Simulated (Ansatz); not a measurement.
**F2H4O4W: density, localisation and related maps**

Input file:

```
crystal:
  periodic: [false, false, false]
  atoms:
    - { symbol: W, position_ang: [0.0, 0.0, 0.0] }
    - { symbol: F, position_ang: [0.0, 0.0, 1.85] }
    - { symbol: O, position_ang: [1.94, 0.0, 0.0] }
    - { symbol: H, position_ang: [2.2771, -0.9519, -0.0197] }
    - { symbol: O, position_ang: [0.0, 1.94, 0.0] }
    - { symbol: H, position_ang: [-0.6343, 2.2771, -0.71] }
    - { symbol: O, position_ang: [-1.94, 0.0, 0.0] }
    - { symbol: H, position_ang: [-2.2771, -0.1263, 0.9437] }
    - { symbol: O, position_ang: [0.0, -1.94, 0.0] }
    - { symbol: H, position_ang: [0.3816, -2.2771, 0.8723] }
    - { symbol: F, position_ang: [0.0, 0.0, -1.85] }
basis:
  gaussian: { orbitals: def2-SVP }
hamiltonian:
  xc: pbe
relax:
  f_tol: 0.02
  max_steps: 40
output:
  orbitals: {}
```

Run with:

```sh
ansatz run input.yaml --threads 4 --pin off --max-ram 5120MiB --backend cpu --events-out ev --progress --plain --runs-dir out
```

The fields are those of the run's last geometry, not of the input's.

Core potentials replace the inner electrons of W.

These are results of RKS PBE/def2-SVP (Ansatz 0.2.0), not measurements.

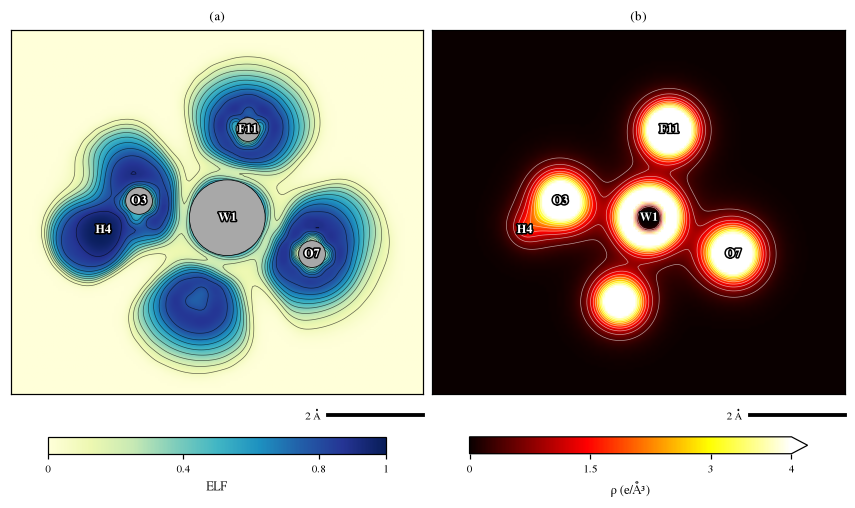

Figure 1. (a) electron localisation function; (b) electron density on the plane of atoms O7, W1 and F11. Grey discs cover the atomic cores in the ELF map.

Q: What does the map show?

A: The section cuts through W, O, H and F sites. W–O (1.90 Å): ρ at the midpoint is about 1.1 e/Å³; the ELF peaks at about 0.85 in the valence shell of O, 0.6 Å from its nucleus, and drops to about 0.25 between the two atoms. W–F (1.90 Å): ρ is about 0.98 e/Å³ halfway; the ELF peaks at about 0.85 in the valence shell of F, 0.5 Å from its nucleus, and drops to about 0.20 between the two atoms. O–H (0.97 Å): the density is about 3.6 e/Å³ at the midpoint; the ELF climbs to about 1 towards the hydrogen, as it does in any bond to H: a covalent bond by its length. W–O (1.94 Å): ρ is about 1 e/Å³ halfway; the ELF peaks at about 0.85 in the valence shell of O, 0.6 Å from its nucleus, and drops to about 0.25 between the two atoms.

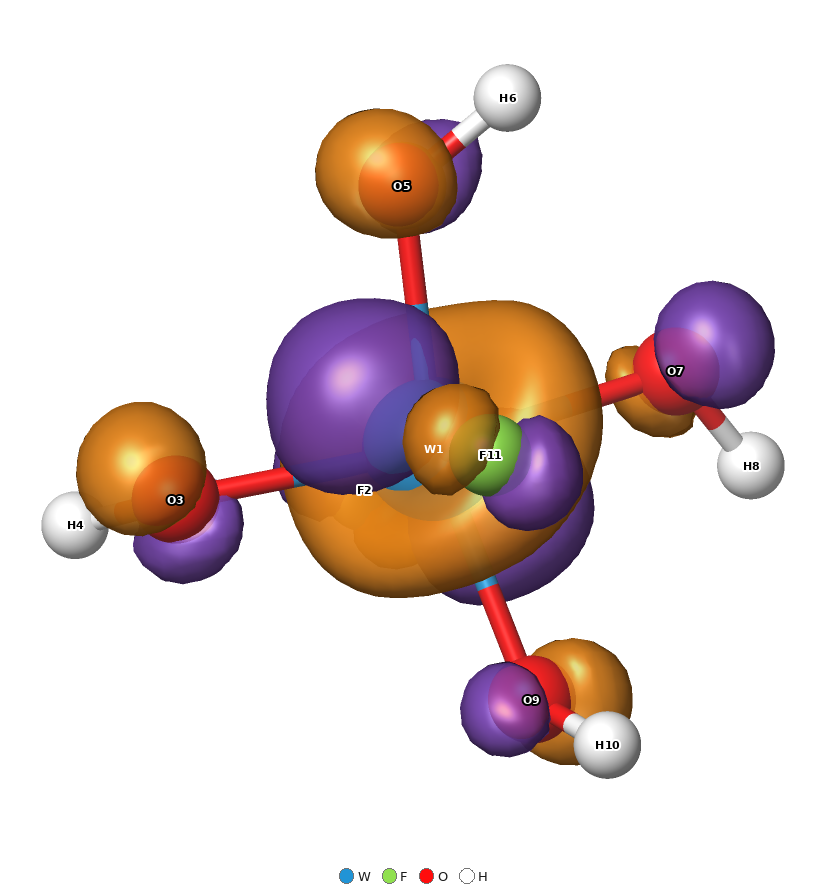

Figure 2. One frontier orbital at ±0.15 Å⁻³ᐟ² (orange and purple are the two phases), seen across its widest extent.

Q: Which orbital is it: HOMO or LUMO?

A: The LUMO, at −3.56 eV. It lies mainly on W1 (about 60 %), O5 (about 5 %) and O3 (about 5 %).

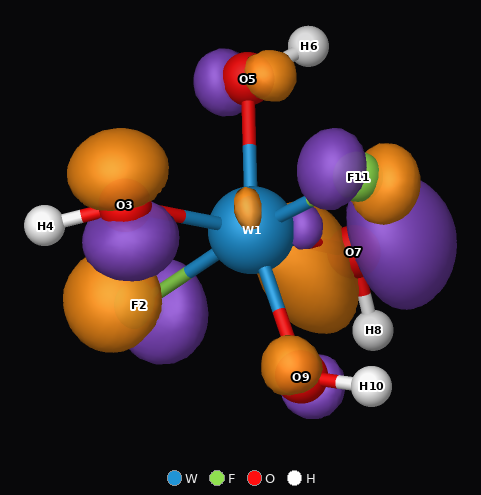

Figure 3. The HOMO−1 at ±0.15 Å⁻³ᐟ² (orange and purple are the two phases), seen at a tilt.

Q: Describe this orbital and give its energy.

A: Its weight (Hirshfeld) is mainly on O7 (about 40 %), F2 (about 20 %), O3 (about 10 %), F11 (about 5 %) and W1 (about 5 %); largely a combination of lone pairs on O7, F2, O3 and F11. Its energy is −7.74 eV.
